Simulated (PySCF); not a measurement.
# Cl4Hf, SMILES `Cl[Hf](Cl)(Cl)Cl`: electronic structure

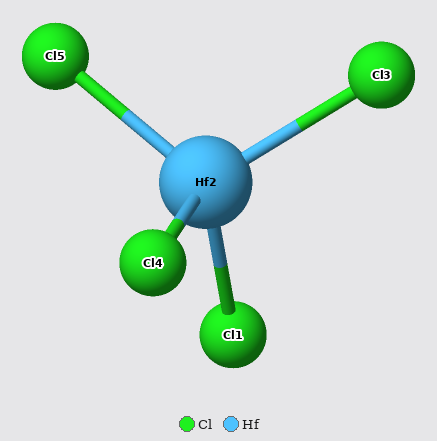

The molecule, with its atoms numbered as below. No frequency check shows the geometry to be a minimum.

Geometry (Å), atoms numbered from 1:

```
Cl1      1.2962   -0.9953   -1.5376
Hf2     -0.0001   -0.0000    0.0001
Cl3      1.2962    0.9953    1.5374
Cl4     -1.2959   -1.5383    0.9946
Cl5     -1.2959    1.5383   -0.9949
```

## 1. Bonding charge

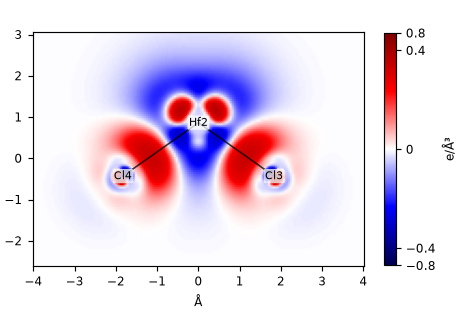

Deformation density (molecule less spherical, spin-averaged free atoms) in the plane of Hf2, Cl3 and Cl4; colour scale in e/Å³, logarithmic beyond ±0.1; red: gain, blue: loss.

Computed with PySCF, PBE0/def2-TZVP, geometry: GFN2-xTB. Core potentials replace the inner electrons of Hf; spin–orbit coupling isn't included. This is a single-reference result, which may miss multireference character in this system.

> How much density has each bond in this plane gained at its critical point, relative to the free atoms?

Hf2–Cl3 and Hf2–Cl4: +0.10 e/Å³ at the bond critical point (bond length 2.24 Å, Mayer order 1.2). In all, 1.1 electrons gather in the regions of gain relative to the promolecule. A small or negative value marks a very polar bond, one between electron-rich atoms, whose free-atom densities already overlap strongly, a long bond to a heavier atom, or a closed-shell contact such as a hydrogen bond.

> Where do the Hirshfeld charges lie?

The highest Hirshfeld charge is on Hf2 (+0.58 e), the lowest on Cl1, Cl3, Cl4 and Cl5 (−0.14 e).

## 2. Bond critical points

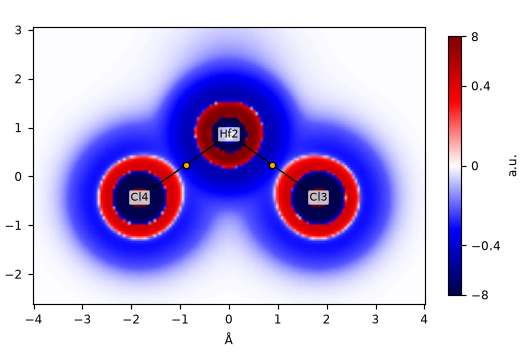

Negative Laplacian of the density (−∇²ρ) in the plane of Hf2, Cl3 and Cl4 (red positive, blue negative, colour scale in a.u., logarithmic beyond ±0.04), with bond paths and bond critical points (dots).

> Sort the bonds in the plane by the sign of ∇²ρ at their critical points.

At none is it concentrated. Depleted (∇²ρ > 0): Hf2–Cl3 and Hf2–Cl4 (+0.28 a.u., H = −0.037). A positive Laplacian with negative H is typical of metal–ligand bonds.

## 3. In an electric field

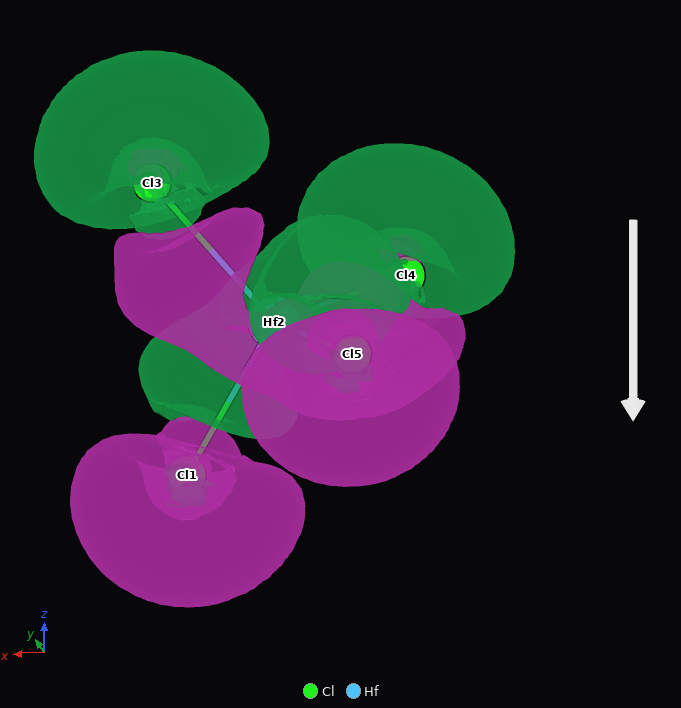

Change of the electron density in a uniform field of 0.21 V/Å along −z (arrow), surfaces at ±0.0008 e/Å³ (green: gain, purple: loss).

Computed with PySCF, PBE0/def2-SVP, geometry: GFN2-xTB. Core potentials replace the inner electrons of Hf; spin–orbit coupling isn't included. This is a single-reference result, which may miss multireference character in this system. A basis without diffuse functions makes polarisabilities too small.

The field was applied in both directions; the picture shows the one opposite to the script's first.

> How large is the response?

The induced dipole is 0.71 D (along the field); α along this axis, from the fields in both directions, is 70 bohr³ (10.3 Å³).

## 4. Localised orbitals

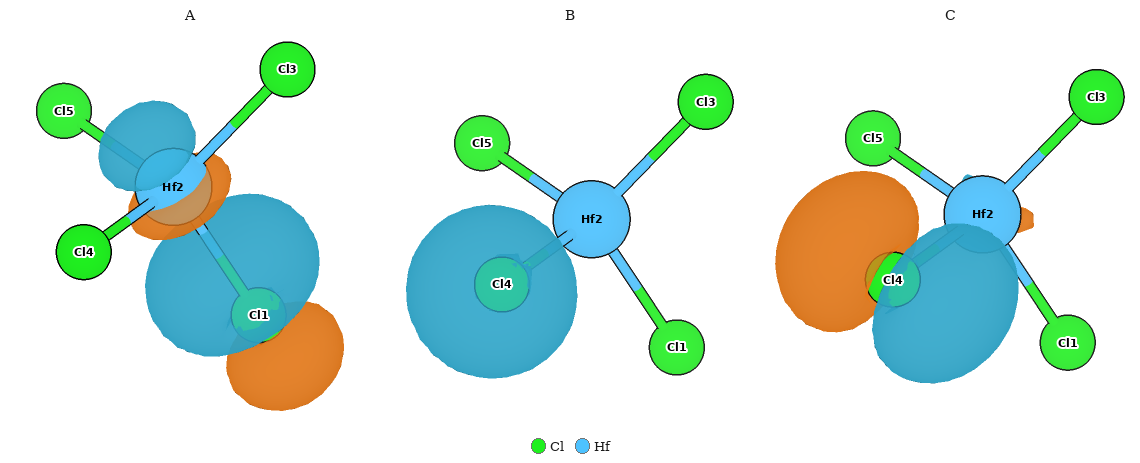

Pipek–Mezey orbitals, occupied; each surface holds about 85 % of the orbital's density. Energies are diagonal elements of the Fock matrix.

Computed with PySCF, ωB97X/def2-SVP, geometry: GFN2-xTB. Core potentials replace the inner electrons of Hf; spin–orbit coupling isn't included. This is a single-reference result, which may miss multireference character in this system.

> Identify each orbital.

By panel:
- A: σ bond Cl1–Hf2 (Cl1 73 %, Hf2 27 %; −16.5 eV)
- B: lone pair on Cl4 (s-type) (Cl4 99 %; −23.5 eV)
- C: lone pair on Cl4 (p-type) (Cl4 96 %, Hf2 4 %; −12.8 eV)
